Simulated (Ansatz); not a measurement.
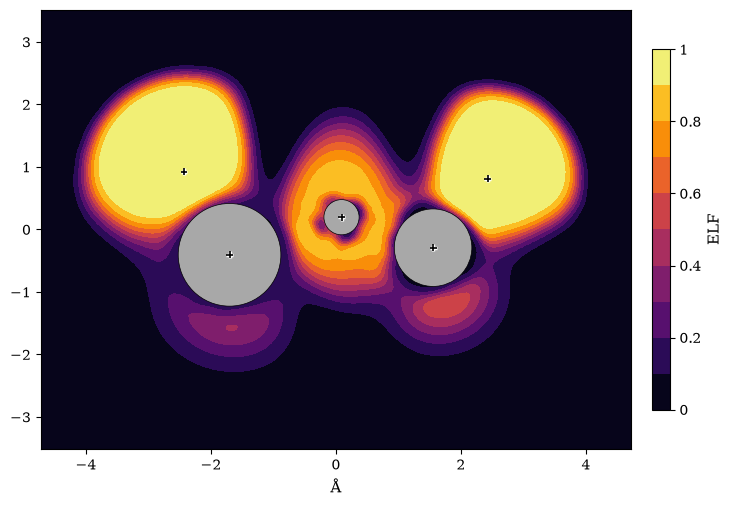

The ELF on a plane through atoms (crosses mark nuclei in the plane; grey discs cover the cores).

Theory: Ansatz, isolated molecule in a Gaussian basis; Kohn-Sham density functional theory, functional PBE0.

Candidates:
A. GeH6OP (charge +1)
B. C2H3Cl3Si (SMILES C=C[Si](Cl)(Cl)Cl)
C. CH4AlF3O (SMILES C[OH+][Al-]([F])([F])[F])

> Which system is this?

Candidate A: GeH6OP on the plane of atoms O2, Ge1 and H7, which holds Ge, O, P and H. P–O (1.54 Å): the ELF peaks at about 0.80 between the atoms (a short, strongly polar bond). Ge–O (1.89 Å): the ELF peaks at about 0.85 in the valence shell of O, 0.7 Å from its nucleus, and is about 0.25 at the midpoint.
